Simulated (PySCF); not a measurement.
# C₅H₆AsBN₂: electronic excitations

Aim: predict the electronic excitations of C₅H₆AsBN₂ (`C/N=C\C#CB([AsH2])C#N`).

Programs: PySCF 2.14.0, with density-fitted response routines of our own. Each step states its level of theory. These are calculated values for one molecule in the gas phase, unless marked as measured. Atoms are numbered from 0 throughout.

## 1. The molecule as given

15 atoms, charge 0, multiplicity 1; geometry from: GFN2-xTB.

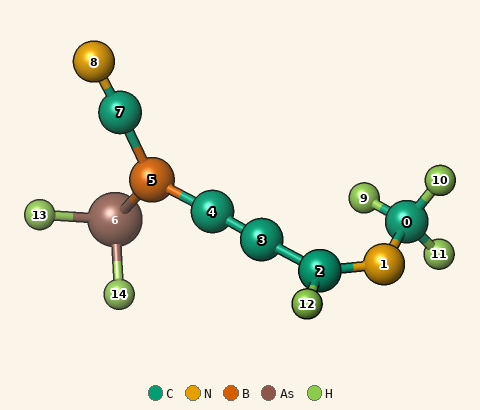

As it starts; carbon teal, nitrogen amber, boron orange, arsenic brown, hydrogen green, atoms numbered.

## 2. TDDFT and polarisability: wB97X-D/def2-SVPD

The job: settings as JSON, then the geometry in Å.

```
{"job": {"kind": "uv", "xc": "wB97X-D", "basis": "def2-SVPD", "nstates": 8, "ntriplets": 3}, "charge": 0, "multiplicity": 1}
C     -2.916499     0.420065     0.385278
N     -2.345158     0.847194     1.622559
C     -1.105896     0.748676     1.850421
C     -0.101385     0.238757     0.998117
C      0.743056    -0.219194     0.246413
B      1.787084    -0.728669    -0.676081
As     2.518366     0.398972    -2.182468
C      2.250281    -2.166038    -0.567375
N      2.639285    -3.247164    -0.520062
H     -2.189382     0.059810    -0.353604
H     -3.633716    -0.373091     0.604394
H     -3.475897     1.260247    -0.029807
H     -0.753239     1.093166     2.819649
H      3.945855     0.034339    -1.898084
H      2.632830     1.640920    -1.343884
```

Level: TDDFT wB97X-D/def2-SVPD, vertical, gas phase, core orbitals frozen in the response.

Command:

```sh
$ OMP_NUM_THREADS=1 python probes_run.py task.json out
```

This one command runs all jobs of the session in turn.

Predict these results of the whole session: lowest singlet (wB97X-D/def2-SVPD); brightest single state of those computed; lowest triplet; surface potential, least and greatest.

**Answer**, as computed:

| quantity | value |
| --- | --- |
| lowest singlet (wB97X-D/def2-SVPD) | 3.37 eV (368 nm), f = 0.017 |
| brightest single state of those computed | state 8, 5.99 eV, f = 0.781 |
| lowest triplet | 2.98 eV |
| surface potential, least and greatest | -1.49 V and 1.44 V |

The first singlet state (HOMO→LUMO 0.88) lies at 3.37 eV and is weak; of the 8 states computed, the strongest absorption comes from state 8 at 5.99 eV (the last computed, so partners may be missing). The lowest triplet lies 0.39 eV below the lowest singlet (triplets in Tamm-Dancoff, singlets in full TDDFT). At wB97X-D/def2-SVPD, counted by nearest atom on the grid, the HOMO lies on As6 32 %; C3, C4 about 14 % each, the LUMO on B5 42 %; C3 17 %.
